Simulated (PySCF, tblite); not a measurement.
# C₃H₆F₂O₂Si: geometry, infrared bands and NMR shifts

What infrared bands and NMR shifts should C₃H₆F₂O₂Si (`O=C(C[SiH2]O)C(F)F`) show?

The runs use tblite 0.8.0 and PySCF 2.14.0, with density-fitted response routines of our own; the level of theory stands in each step. All values are computed, except where a source is named. Atoms are numbered from 0 throughout.

### 1 Starting geometry

14 atoms, charge 0, multiplicity 1; geometry from: force field or distance geometry start.

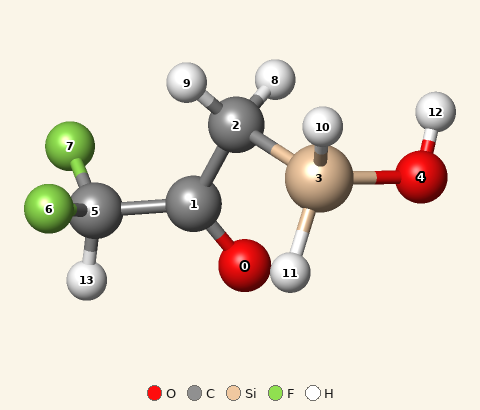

As it starts; oxygen red, carbon grey, silicon light orange, fluorine green, hydrogen white, atoms numbered.

### 2 Relaxing the molecule with GFN2-xTB

The job: settings as JSON, then the geometry in Å.

```
{"job": {"kind": "relax", "xc": "GFN2-xTB", "basis": "xTB"}, "charge": 0, "multiplicity": 1}
O     -0.412600     0.317600    -1.277100
C     -0.829000     0.212800    -0.119100
C      0.199100     0.340100     0.983700
Si     1.672500    -0.600500     0.344200
O      2.707100     0.533300    -0.384900
C     -2.266800    -0.055700     0.126500
F     -2.385000    -1.255600     0.802200
F     -2.842500     1.010300     0.748400
H      0.519000     1.408600     1.139700
H     -0.164000    -0.033800     1.944100
H      2.349400    -1.297800     1.467800
H      1.185000    -1.548600    -0.674100
H      2.954900     1.195900     0.326200
H     -2.687800    -0.227100    -0.889900
```

Run with:

```console
$ OMP_NUM_THREADS=1 python probes_run.py task.json out
```

One launch serves the whole session: the jobs run in the order shown.

Log:

```text
step      E/eV     max force
  0    -784.09825    3.709
  1    -784.41031    2.414
  2    -784.50183    1.649
  3    -784.55737    0.622
  4    -784.60385    0.689
  5    -784.62472    0.537
  6    -784.65071    0.400
  7    -784.67267    0.404
  8    -784.69482    0.487
  9    -784.71270    0.448
 10    -784.73092    0.407
 11    -784.74795    0.459
 12    -784.76137    0.437
 13    -784.76987    0.292
 14    -784.77529    0.227
 15    -784.78007    0.264
 16    -784.78601    0.283
 17    -784.79275    0.292
 18    -784.79908    0.299
 19    -784.80417    0.290
 20    -784.80838    0.243
 21    -784.81188    0.172
 22    -784.81473    0.176
 23    -784.81702    0.212
 24    -784.81887    0.165
 25    -784.82024    0.121
 26    -784.82121    0.099
 27    -784.82200    0.114
 28    -784.82294    0.116
 29    -784.82383    0.083
 30    -784.82456    0.077
 31    -784.82517    0.068
 32    -784.82600    0.103
 33    -784.82737    0.154
 34    -784.82950    0.170
 35    -784.83208    0.154
 36    -784.83438    0.150
 37    -784.83618    0.111
 38    -784.83786    0.152
 39    -784.83989    0.157
 40    -784.84242    0.164
 41    -784.84534    0.201
 42    -784.84872    0.156
 43    -784.85206    0.430
 44    -784.85705    0.197
 45    -784.86334    0.164
 46    -784.87024    0.209
 47    -784.87652    0.277
 48    -784.88331    0.316
 49    -784.89114    0.557
 50    -784.90108    0.288
 51    -784.90977    0.163
 52    -784.91628    0.158
 53    -784.92202    0.200
 54    -784.92652    0.201
 55    -784.93346    0.233
 56    -784.94121    0.172
 57    -784.94502    0.316
 58    -784.94845    0.184
 59    -784.95148    0.123
 60    -784.95314    0.094
 61    -784.95421    0.079
 62    -784.95523    0.081
 63    -784.95610    0.075
 64    -784.95705    0.096
 65    -784.95782    0.069
 66    -784.95839    0.060
 67    -784.95876    0.040
 68    -784.95902    0.045
 69    -784.95925    0.042
 70    -784.95950    0.038
 71    -784.95974    0.035
 72    -784.95992    0.032
 73    -784.96008    0.032
 74    -784.96029    0.040
 75    -784.96063    0.050
 76    -784.96109    0.065
 77    -784.96150    0.056
 78    -784.96177    0.036
 79    -784.96195    0.034
 80    -784.96224    0.056
 81    -784.96281    0.096
 82    -784.96389    0.127
 83    -784.96552    0.131
 84    -784.96716    0.088
 85    -784.96851    0.093
 86    -784.96978    0.113
 87    -784.97170    0.173
 88    -784.97292    0.277
 89    -784.97836    0.214
 90    -784.98579    0.132
 91    -784.98895    0.209
 92    -784.99011    0.368
 93    -784.99315    0.174
 94    -784.99619    0.121
 95    -784.99959    0.143
 96    -785.00109    0.233
 97    -785.00243    0.162
 98    -785.00367    0.135
 99    -785.00482    0.092
100    -785.00681    0.136
101    -785.00978    0.196
102    -785.01103    0.147
103    -785.01238    0.144
104    -785.01367    0.085
105    -785.01503    0.119
106    -785.01671    0.143
107    -785.01879    0.144
108    -785.02127    0.094
109    -785.02220    0.182
110    -785.02367    0.159
111    -785.02479    0.085
112    -785.02637    0.117
113    -785.02828    0.138
114    -785.03024    0.091
115    -785.03224    0.128
116    -785.03324    0.177
117    -785.03447    0.071
118    -785.03489    0.072
119    -785.03544    0.081
120    -785.03623    0.089
121    -785.03726    0.141
122    -785.03871    0.131
123    -785.04015    0.152
124    -785.04172    0.156
125    -785.04333    0.128
126    -785.04441    0.222
127    -785.04538    0.080
128    -785.04608    0.134
129    -785.04717    0.207
130    -785.04857    0.258
131    -785.05185    0.318
132    -785.05624    0.185
133    -785.05944    0.286
134    -785.05794    0.529
135    -785.06318    0.141
136    -785.06241    0.230
137    -785.06520    0.135
138    -785.06625    0.164
139    -785.06811    0.128
140    -785.06940    0.087
141    -785.07045    0.071
142    -785.07128    0.070
143    -785.07200    0.063
144    -785.07256    0.054
145    -785.07324    0.073
146    -785.07353    0.066
147    -785.07366    0.044
148    -785.07370    0.034
149    -785.07374    0.025
150    -785.07380    0.017
151    -785.07388    0.023
152    -785.07396    0.022
153    -785.07402    0.020
154    -785.07405    0.017
155    -785.07407    0.011
156    -785.07408    0.005
```

It took 1.7 s on 1 thread of Arm Neoverse N1, shared host; peak memory 0.18 GiB.

Relaxation path: (not every step is listed)

| step | energy from step 0 (eV) | largest force (eV/Å) |
| --- | --- | --- |
| 0 | 0.0000 | 3.7091 |
| 1 | -0.3121 | 2.4143 |
| 2 | -0.4036 | 1.6485 |
| 3 | -0.4591 | 0.6222 |
| 4 | -0.5056 | 0.6894 |
| 5 | -0.5265 | 0.5367 |
| 6 | -0.5525 | 0.4003 |
| 7 | -0.5744 | 0.4045 |
| 8 | -0.5966 | 0.4868 |
| 22 | -0.7165 | 0.1757 |
| 36 | -0.7361 | 0.1498 |
| 50 | -0.8028 | 0.2885 |
| 64 | -0.8588 | 0.0957 |
| 78 | -0.8635 | 0.0358 |
| 92 | -0.8919 | 0.3678 |
| 106 | -0.9185 | 0.1430 |
| 120 | -0.9380 | 0.0890 |
| 134 | -0.9597 | 0.5290 |
| 148 | -0.9755 | 0.0337 |
| 151 | -0.9756 | 0.0227 |
| 152 | -0.9757 | 0.0218 |
| 153 | -0.9758 | 0.0195 |
| 154 | -0.9758 | 0.0174 |
| 155 | -0.9758 | 0.0110 |
| 156 | -0.9758 | 0.0052 |

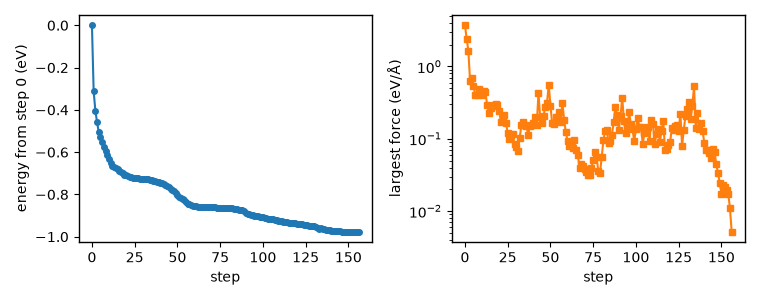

Energy and force, step by step.

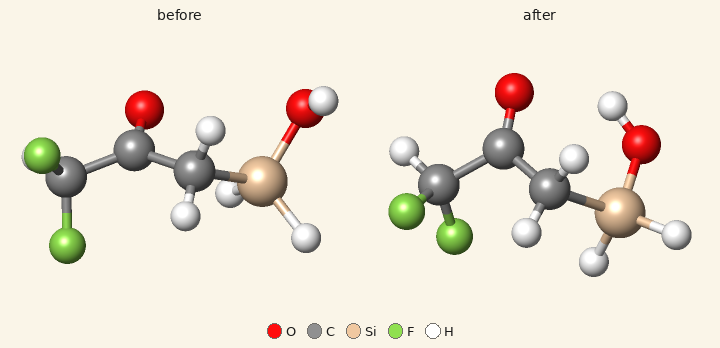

Before and after, at one scale.

Close pairs (by a distance rule), those that changed most:

| bond | before (Å) | after (Å) | change (Å) |
| --- | --- | --- | --- |
| C2–Si3 | 1.861 | 1.954 | +0.092 |
| Si3–O4 | 1.699 | 1.611 | -0.089 |
| C1–C5 | 1.483 | 1.545 | +0.062 |
| C1–C2 | 1.513 | 1.453 | -0.060 |
| O4–H12 | 1.003 | 0.962 | -0.041 |
| C2–H8 | 1.126 | 1.087 | -0.040 |
| Si3–H10 | 1.486 | 1.456 | -0.030 |
| C5–F6 | 1.382 | 1.358 | -0.024 |

The next job starts from the end point, and lists it.

### 3 Infrared spectrum with GFN2-xTB

The job: settings as JSON, then the geometry in Å.

```
{"job": {"kind": "ir", "xc": "GFN2-xTB", "basis": "xTB"}, "charge": 0, "multiplicity": 1}
O     -0.201516     1.356309    -0.965941
C     -0.603345     0.696879    -0.027839
C      0.107909     0.490931     1.222239
Si     1.602822    -0.671211     0.741347
O      2.284623    -0.023954    -0.566444
C     -1.905325    -0.118409    -0.189463
F     -1.613508    -1.444540    -0.180597
F     -2.741429     0.092798     0.854875
H      0.560465     1.417191     1.565991
H     -0.510830     0.055899     1.997160
H      2.557741    -0.576602     1.836023
H      1.090118    -2.008443     0.477201
H      1.808536     0.615186    -1.104779
H     -2.436939     0.117494    -1.121888
```

Log:

```text
mode    cm-1     km/mol
  1      30.7      3.58
  2      57.7      0.71
  3      95.7      4.29
  4     136.9      5.33
  5     206.4      2.84
  6     239.2      6.09
  7     260.1     27.26
  8     362.9    127.46
  9     403.1     17.70
 10     501.3     61.49
 11     534.5     23.78
 12     582.1      5.23
 13     589.2     68.10
 14     593.6      8.01
 15     691.5     41.63
 16     729.1    116.90
 17     785.4    159.76
 18     810.0     83.73
 19     836.9    468.85
 20     868.8     10.57
 21     941.9    150.64
 22    1023.0    178.82
 23    1077.0     49.60
 24    1082.6     42.27
 25    1111.3    105.30
 26    1215.1    157.88
 27    1240.4     17.79
 28    1250.2     15.08
 29    1444.7      4.98
 30    1718.9    376.53
 31    2324.6    370.70
 32    2340.7    108.44
 33    2927.5     19.35
 34    3020.0     11.78
 35    3069.5      6.53
 36    3503.9     50.68
```

It took 0.72 s on 1 thread of Arm Neoverse N1, shared host; peak memory 0.18 GiB.

The strongest bands and the atoms that carry them (share of the mass-weighted mode):

| cm⁻¹ | km/mol | atoms |
| --- | --- | --- |
| 363 | 127.5 | H12 68 % |
| 785 | 159.8 | H11 46 %, H10 33 % |
| 837 | 468.9 | H12 71 %, O4 12 % |
| 942 | 150.6 | O4 55 %, Si3 36 % |
| 1023 | 178.8 | C5 61 %, F6 22 %, F7 11 % |
| 1215 | 157.9 | C1 52 %, C2 15 %, H8 13 % |
| 1719 | 376.5 | C1 62 %, O0 35 % |
| 2325 | 370.7 | H11 50 %, H10 45 % |

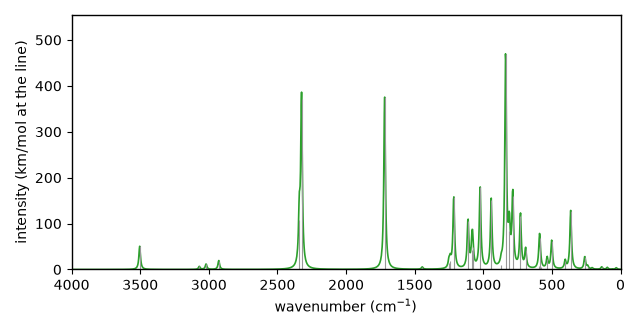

The infrared spectrum from these modes, unscaled. Lines are broadened to a width of 14 cm⁻¹ (Lorentzian).

### 4 NMR shieldings: PBE0/pcSseg-1

Settings changed since step 3:

```diff
@@ -1,2 +1,2 @@
-{"job": {"kind": "ir", "xc": "GFN2-xTB", "basis": "xTB"}, "charge": 0, "multiplicity": 1}
+{"job": {"kind": "nmr", "xc": "PBE0", "basis": "pcSseg-1"}, "charge": 0, "multiplicity": 1}
 O     -0.201516     1.356309    -0.965941
```

Level: GIAO PBE0/pcSseg-1 NMR shielding, non-relativistic, gas phase.

Log:

```text
coarse grid: 12952 points
cycle   1  E = -756.5953578919  dE =  1.201e+00  |g| = 1.197e+00  |ddm| = 3.342e+00
cycle   2  E = -755.9579975243  dE =  6.374e-01  |g| = 2.208e+00  |ddm| = 2.625e+00
cycle   3  E = -756.8328662843  dE = -8.749e-01  |g| = 2.909e-01  |ddm| = 2.046e+00
cycle   4  E = -756.8476363962  dE = -1.477e-02  |g| = 1.164e-01  |ddm| = 2.905e-01
cycle   5  E = -756.8498583070  dE = -2.222e-03  |g| = 2.417e-02  |ddm| = 9.239e-02
cycle   6  E = -756.8499742727  dE = -1.160e-04  |g| = 7.649e-03  |ddm| = 2.440e-02
cycle   7  E = -756.8499855421  dE = -1.127e-05  |g| = 1.808e-03  |ddm| = 6.490e-03
cycle   8  E = -756.8499860911  dE = -5.489e-07  |g| = 6.457e-04  |ddm| = 1.855e-03
final grid: 123408 points
cycle   9  E = -756.9299224001  dE = -2.598e-05  |g| = 1.233e-02  |ddm| = 2.184e-02
cycle  10  E = -756.9298489951  dE =  7.340e-05  |g| = 2.343e-02  |ddm| = 2.388e-02
cycle  11  E = -756.9299497667  dE = -1.008e-04  |g| = 2.175e-03  |ddm| = 1.684e-02
cycle  12  E = -756.9299506012  dE = -8.344e-07  |g| = 3.425e-04  |ddm| = 1.713e-03
cycle  13  E = -756.9299506171  dE = -1.598e-08  |g| = 1.220e-04  |ddm| = 3.318e-04
cycle  14  E = -756.9299506199  dE = -2.808e-09  |g| = 3.116e-05  |ddm| = 1.122e-04
cycle  15  E = -756.9299506201  dE = -1.648e-10  |g| = 1.024e-05  |ddm| = 2.650e-05
converged SCF energy = -756.9299506201

GIAO shielding tensors (ppm)
atom      isotropic    diamagn.    paramagn.     s11        s22        s33       span
  0 O     -297.146     403.280    -700.427   -863.562   -371.811    343.933   1207.495
  1 C      -22.621     254.069    -276.690   -115.778    -45.825     93.739    209.518
  2 C      153.707     259.795    -106.089    123.503    161.991    175.626     52.123
  3 Si     377.521     879.036    -501.515    337.525    368.381    426.658     89.133
  4 O      325.761     390.403     -64.641    276.301    338.263    362.720     86.419
  5 C       68.337     242.507    -174.169     55.409     64.722     84.881     29.472
  6 F      308.412     475.897    -167.485    207.324    344.107    373.807    166.483
  7 F      307.967     472.170    -164.204    217.777    347.195    358.928    141.151
  8 H       29.368      31.379      -2.010     25.942     26.728     35.435      9.493
  9 H       28.562      31.965      -3.402     24.781     29.436     31.470      6.689
 10 H       26.596      28.273      -1.677     23.137     24.700     31.950      8.813
 11 H       26.666      29.490      -2.824     23.031     25.625     31.342      8.311
 12 H       28.726      33.020      -4.295     17.876     26.117     42.183     24.307
 13 H       25.861      28.126      -2.265     23.268     24.881     29.433      6.166
```

It took 45 s on 1 thread of Arm Neoverse N1, shared host; peak memory 0.78 GiB.

Shifts follow as δ = σ(reference) − σ, with reference shieldings (ppm) from runs at the same level and on the same kind of geometry: ¹H TMS 31.72, ¹³C TMS 186.9, ²⁹Si TMS 349.2, ¹⁹F CFCl3 170.9, ¹⁷O H2O 336.1. The references are single molecules in the gas phase, so shifts against H2O, NH3, PH3, H3PO4 or CFCl3 are not on the usual liquid scales and can be off by tens of ppm. Atoms listed in one row are averaged.

| atoms | environment | σ (ppm) | δ (ppm) | δ scaled to CDCl3 |
| --- | --- | --- | --- | --- |
| C1 | ketone carbonyl carbon | -22.6 | 209.5 | 202.6 |
| C5 | sp3 CH bonded to 2 F, α to a carbonyl | 68.3 | 118.6 | 113.8 |
| C2 | sp3 CH2 bonded to Si, α to a carbonyl | 153.7 | 33.2 | 30.5 |
| H13 | hydrogen on an sp3 CH bonded to 2 F, α to a carbonyl | 25.86 | 5.86 | 5.63 |
| H10, H11 | hydrogen on a silicon bonded to C, O | 26.63 | 5.09 | – |
| H12 | hydrogen on an oxygen bonded to Si | 28.73 | 2.99 | – |
| H8, H9 | hydrogen on an sp3 CH2 bonded to Si, α to a carbonyl | 28.97 | 2.75 | 2.70 |
| O0 | ketone oxygen | -297.1 | 633.2 | – |
| O4 | oxygen bonded to Si, H | 325.8 | 10.3 | – |
| Si3 | silicon bonded to C, O, 2 H | 377.5 | -28.4 | – |
| F6, F7 | fluorine of a CF2 group | 308.2 | -137.2 | – |

The scaled column applies a straight-line fit of computed shieldings to shifts measured in CDCl3, and one for carbons that bear F (root-mean-square error 0.16 ppm for H, 1.9 ppm for C).

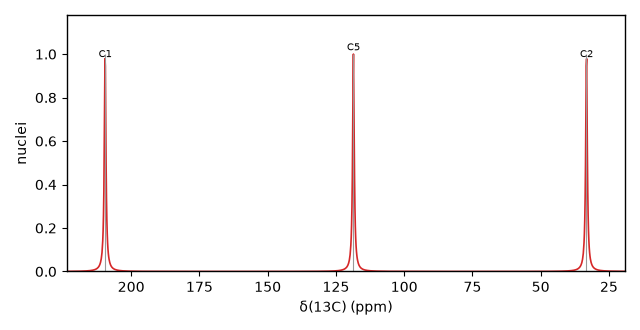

¹³C lines at the computed shifts, without couplings. Lines are broadened to a width of 0.71 ppm (Lorentzian).

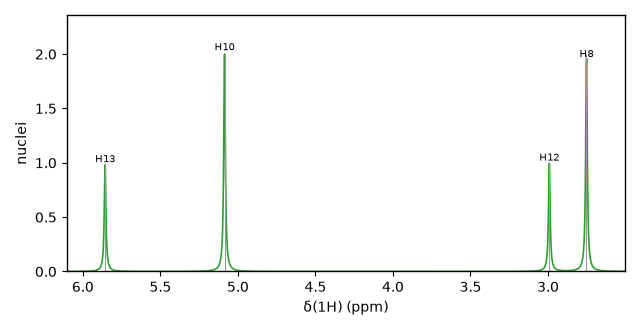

¹H lines at the computed shifts, without couplings. Lines are broadened to a width of 0.01 ppm (Lorentzian).

Charges from the same density, by scheme (e):

| atoms | Mulliken | IAO | Hirshfeld | ESP fit |
| --- | --- | --- | --- | --- |
| O0 | -0.38 | -0.42 | -0.22 | -0.50 |
| C1 | 0.11 | 0.36 | 0.15 | 0.58 |
| C2 | -0.53 | -0.61 | -0.17 | -0.79 |
| Si3 | 0.89 | 1.06 | 0.42 | 0.82 |
| O4 | -0.55 | -0.80 | -0.31 | -0.70 |
| C5 | 0.53 | 0.40 | 0.15 | 0.23 |
| F6, F7 | -0.30 | -0.30 | -0.09 | -0.19 |

IAO charges:

O0 -0.42; C1 0.36; C2 -0.61; Si3 1.06; O4 -0.80; C5 0.40; F6 -0.30; F7 -0.29; H8 0.19; H9 0.17; H10 -0.14; H11 -0.14; H12 0.37; H13 0.16

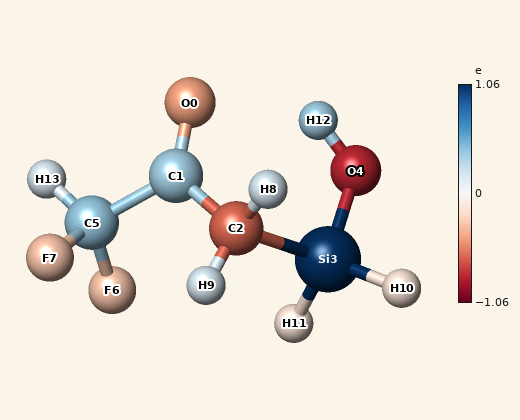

IAO charges, as colours on the atoms.

Mayer bond orders: O0–C1 1.92, C1–C2 1.04, C2–Si3 0.78, Si3–O4 1.08, C1–C5 0.92, C5–F6 0.94, C5–F7 0.95.

### 5 Results

```
                                                                 quantity                       value
                                strongest single infrared mode (GFN2-xTB)        837 cm⁻¹, 469 km/mol
                                             zero-point energy (GFN2-xTB)               55.2 kcal/mol
                                   ¹³C shifts against TMS (PBE0/pcSseg-1)      209.5, 118.6, 33.2 ppm
   ¹H shifts against TMS (PBE0/pcSseg-1, means over atoms taken as alike)  5.86, 5.09, 2.99, 2.75 ppm
                                   ¹⁷O shifts against H2O (PBE0/pcSseg-1)             633.2, 10.3 ppm
                                  ²⁹Si shifts against TMS (PBE0/pcSseg-1)                   -28.4 ppm
¹⁹F shifts against CFCl3 (PBE0/pcSseg-1, means over atoms taken as alike)                  -137.2 ppm
```

Over 156 steps the energy fell by 0.976 eV; of the close pairs, C2–Si3 changed most, 1.861 to 1.954 Å. No mode is imaginary among the 36: a minimum at this level. The strongest single mode, at 837 cm⁻¹, moves mainly H12. Unscaled tight-binding wavenumbers are off by several per cent, some by more. Its intensities can rank the bands wrongly. The most deshielded carbon is C1 (ketone carbonyl carbon), at 209.5 ppm: the double bond to the heteroatom, with no lone-pair donor beside it, deshields it most. The most deshielded hydrogen is H13 (hydrogen on an sp3 CH bonded to 2 F, α to a carbonyl), at 5.86 ppm: its carbon carries F, hence the downfield position. At PBE0/pcSseg-1: Shielding is most anisotropic at O0 (span 1207 ppm, paramagnetic term -700 ppm).
